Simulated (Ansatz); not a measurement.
# TaClF4 (SMILES [F][Ta]([F])([F])([F])[Cl]) at 5 levels

We compute a comparison of 5 runs (HF/def2-SVP, B3LYP/def2-SVP, PBE/def2-SVP, PBE0/def2-SVP, CASCI(2,5)/ANO-RCC-VDZP) of TaClF4. 

Program for the calculation: Ansatz 0.2.0.

2 further runs of the same task are left out: 1 that didn't finish, 1 set aside as unsound or not needed.

### 1 The molecule

TaClF4 has 6 atoms, charge 0, and is taken as a singlet. As SMILES, `[F][Ta]([F])([F])([F])[Cl]`. The shape is that of a PBE0-D4/def2-TZVP optimisation.

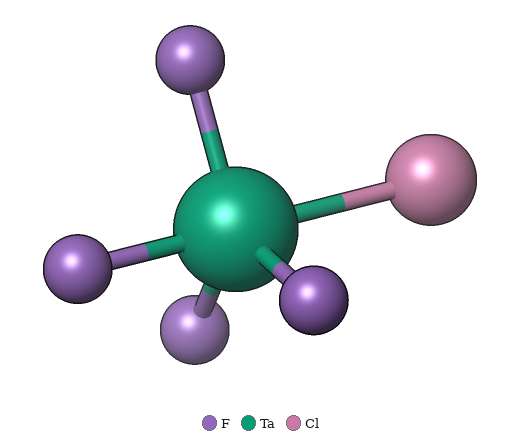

The structure, seen from a chosen angle (fluorine purple, tantalum teal, chlorine pink).

### 2 Energy and forces at HF/def2-SVP (core potential) (run 1)

Input file job.yaml:

```yaml
crystal:
  periodic: [false, false, false]
  atoms:
    - {symbol: F, position_ang: [-1.519000, -0.020400, -1.047800]}
    - {symbol: Ta, position_ang: [-0.021400, -0.043200, 0.029300]}
    - {symbol: F, position_ang: [-0.955700, -1.124000, 1.242600]}
    - {symbol: F, position_ang: [1.228600, -1.388300, -0.149500]}
    - {symbol: F, position_ang: [0.174400, 1.222500, 1.356600]}
    - {symbol: Cl, position_ang: [1.135100, 1.289300, -1.477500]}
basis:
  gaussian:
    orbitals: def2-SVP
magnetization:
  spin_polarized: false
  initial_magnetization: 0
hamiltonian:
  xc: hf
accuracy: high
output:
  forces: true
  orbitals: {seedname: orbitals}
```

Command:

```bash
$ ansatz run job.yaml --threads 1 --pin off --max-ram 2610MiB --events-out events.jsonl --progress --plain --runs-dir runs
```

The log of the run:

```text
Warning: RAYON_NUM_THREADS=1 ignored (pool sized by the plan → 1); use --threads N
Functional definition: HF
  name "HF"
  exchange = exact_x
  correlation = 0
2224 factors; integrals over basis functions are off by at most 2.1e-8 eV
mean field evaluation 1: about -24849.9528 eV, gradient 6.2e1 eV
mean field evaluation 2: about -24850.0932 eV, gradient 6.2e1 eV
mean field evaluation 4: about -24857.1640 eV, gradient 2.0e0 eV
mean field evaluation 8: about -24857.2070 eV, gradient 1.5e-1 eV
mean field evaluation 16: about -24857.2071 eV, gradient 1.6e-8 eV
mean field -24857.20708705 eV, -913.4855116291 hartree, gradient 1.6e-8 eV, S^2 0.000000; 0 other end points of the search recorded, 0 dependent functions left out
the calculation of the forces begins
reference -24857.20708705 eV, -913.4855116291 hartree; 33, 33 occupied and 73, 73 virtual orbitals, 2224 factors
Total energy: -24857.20708705 eV, -913.4855116291 hartree
Atom 0 at    -1.519000    -0.020400    -1.047800 Å, force    -0.073024    -0.012527    -0.034374 eV/Å
Atom 1 at    -0.021400    -0.043200     0.029300 Å, force    -0.179274    -0.212858     0.233268 eV/Å
Atom 2 at    -0.955700    -1.124000     1.242600 Å, force     0.005558     0.008836    -0.005499 eV/Å
Atom 3 at     1.228600    -1.388300    -0.149500 Å, force     0.040943    -0.068441     0.003307 eV/Å
Atom 4 at     0.174400     1.222500     1.356600 Å, force    -0.001726     0.044704     0.073043 eV/Å
Atom 5 at     1.135100     1.289300    -1.477500 Å, force     0.207523     0.240286    -0.269746 eV/Å
Dipole moment:     0.017603     0.021408    -0.022365 e Å
```

Run time: 16 s. Hardware: 1 thread of Intel Xeon at 2.50GHz (Skylake/Cascade Lake), shared host; peak memory 0.38 GiB.

### 3 Energy and gradient at B3LYP/def2-SVP (core potential) (run 2)

Input file run.yaml:

```yaml
crystal:
  periodic: [false, false, false]
  atoms:
    - symbol: F
      position_ang: [-1.519000, -0.020400, -1.047800]
    - symbol: Ta
      position_ang: [-0.021400, -0.043200, 0.029300]
    - symbol: F
      position_ang: [-0.955700, -1.124000, 1.242600]
    - symbol: F
      position_ang: [1.228600, -1.388300, -0.149500]
    - symbol: F
      position_ang: [0.174400, 1.222500, 1.356600]
    - symbol: Cl
      position_ang: [1.135100, 1.289300, -1.477500]
basis:
  gaussian: {orbitals: def2-SVP}
hamiltonian: {xc: {name: B3LYP}}
accuracy: high
output: {forces: true, orbitals: {seedname: orbitals}}
```

Command:

```bash
$ ansatz run run.yaml --threads 1 --pin off --max-ram 2610MiB --events-out events.jsonl --progress --plain --runs-dir runs
```

The log of the run, shortened:

```text
Warning: RAYON_NUM_THREADS=1 ignored (pool sized by the plan → 1); use --threads N
Functional definition: B3LYP
  name "B3LYP"
[...]
2224 factors; integrals over basis functions are off by at most 2.1e-8 eV
[...]
mean field -24939.24803609 eV, -916.5004608970 hartree, gradient 1.1e-8 eV, S^2 0.000000; 0 other end points of the search recorded, 0 dependent functions left out
[...]
reference -24939.24807825 eV, -916.5004624464 hartree; 33, 33 occupied and 73, 73 virtual orbitals, 2224 factors
Total energy: -24939.24807825 eV, -916.5004624464 hartree
Atom 0 at    -1.519000    -0.020400    -1.047800 Å, force    -0.552631    -0.001106    -0.387146 eV/Å
Atom 1 at    -0.021400    -0.043200     0.029300 Å, force     0.077722     0.084334    -0.101205 eV/Å
Atom 2 at    -0.955700    -1.124000     1.242600 Å, force    -0.276204    -0.317677     0.359958 eV/Å
Atom 3 at     1.228600    -1.388300    -0.149500 Å, force     0.448036    -0.498421    -0.059509 eV/Å
Atom 4 at     0.174400     1.222500     1.356600 Å, force     0.065466     0.458265     0.497063 eV/Å
Atom 5 at     1.135100     1.289300    -1.477500 Å, force     0.237610     0.274605    -0.309162 eV/Å
Dipole moment:     0.007172     0.009284    -0.008743 e Å
```

Run time: 33 s. Hardware: 1 thread of Intel Xeon at 2.50GHz (Skylake/Cascade Lake), shared host; peak memory 0.45 GiB.

Runs 3 to 4 aren't shown in full; the table further down has their settings and results.

### 4 The energy at CASCI(2,5)/ANO-RCC-VDZP (sfX2C) (run 5)

Input file input.yaml:

```yaml
crystal:
  periodic: [false, false, false]
  atoms:
    - {symbol: F, position_ang: [-1.519000, -0.020400, -1.047800]}
    - {symbol: Ta, position_ang: [-0.021400, -0.043200, 0.029300]}
    - {symbol: F, position_ang: [-0.955700, -1.124000, 1.242600]}
    - {symbol: F, position_ang: [1.228600, -1.388300, -0.149500]}
    - {symbol: F, position_ang: [0.174400, 1.222500, 1.356600]}
    - {symbol: Cl, position_ang: [1.135100, 1.289300, -1.477500]}
basis:
  gaussian:
    orbitals: ANO-RCC-VDZP.json
output: {orbitals: {seedname: orbitals}}
correlation:
  active_space: {window: {electrons: 2, orbitals: 5}, fixed_orbitals: true}
  electrons: outside_noble_gas
```

The basis set ANO-RCC-VDZP is read from a file made from the Basis Set Exchange's data (not shown).

Command:

```bash
$ ansatz run input.yaml --threads 1 --pin off --max-ram 2610MiB --events-out events.jsonl --progress --plain --runs-dir runs
```

The log of the run:

```text
Warning: RAYON_NUM_THREADS=1 ignored (pool sized by the plan → 1); use --threads N
[... 4 set-up lines as earlier in the session ...]
1483 factors; integrals over basis functions are off by at most 3.3e-4 eV
mean field evaluation 1: about -447920.7195 eV, gradient 6.7e1 eV
mean field evaluation 2: about -447920.7863 eV, gradient 6.7e1 eV
mean field evaluation 4: about -447928.9627 eV, gradient 1.0e1 eV
mean field evaluation 8: about -447929.0346 eV, gradient 5.1e-1 eV
mean field -447929.03556805 eV, -16461.0884399208 hartree, gradient 4.5e-6 eV, S^2 0.000000; 0 other end points of the search recorded, 0 dependent functions left out
reference -447929.03556805 eV, -16461.0884399208 hartree; 63, 63 occupied and 79, 79 virtual orbitals, 1483 factors
state -447929.05739150 eV, -16461.0892419178 hartree
Total energy: -447929.05739150 eV, -16461.0892419178 hartree
Relativity: scalar
```

Wall time 68 s (1 thread of Intel Xeon at 2.50GHz (Skylake/Cascade Lake), shared host); peak memory 0.47 GiB.

### 5 The series

| run | level | core potential | task | energy (Eh) | dipole moment (D) | HOMO energy (eV) | LUMO energy (eV) | wall time |
| --- | --- | --- | --- | --- | --- | --- | --- | --- |
| 1 | HF/def2-SVP (core potential) | def2-SVP | gradient | -913.485512 | 0.17 | -13.47 | 0.41 | 16 s |
| 2 | B3LYP/def2-SVP (core potential) | def2-SVP | gradient | -916.500462 | 0.07 | -9.59 | -3.22 | 33 s |
| 3 | PBE/def2-SVP (core potential) | def2-SVP | gradient | -915.954132 | 0.08 | -8.40 | -3.67 | 29 s |
| 4 | PBE0/def2-SVP (core potential) | def2-SVP | gradient | -915.924110 | 0.01 | -9.96 | -3.07 | 32 s |
| 5 | CASCI(2,5)/ANO-RCC-VDZP (sfX2C) | none | energy | -16461.089242 | – | – | – | 68 s |

### 6 What came out

```
           quantity            value
run 5: total energy  -16461.08924 Eh
```

In words: Over runs 1, 2, 3, 4 the dipole moment (its size) runs from 0.01 D (PBE0/def2-SVP) to 0.17 D (HF/def2-SVP). Over runs 1, 2, 3, 4 the HOMO–LUMO gap runs from 4.73 eV (PBE/def2-SVP) to 13.88 eV (HF/def2-SVP). Exact exchange widens orbital gaps. Totals of different functionals can't be ranked against each other. Some runs of one species differ in core potentials or relativity; totals across that change don't compare. All runs together took 3 min, the longest 68 s.
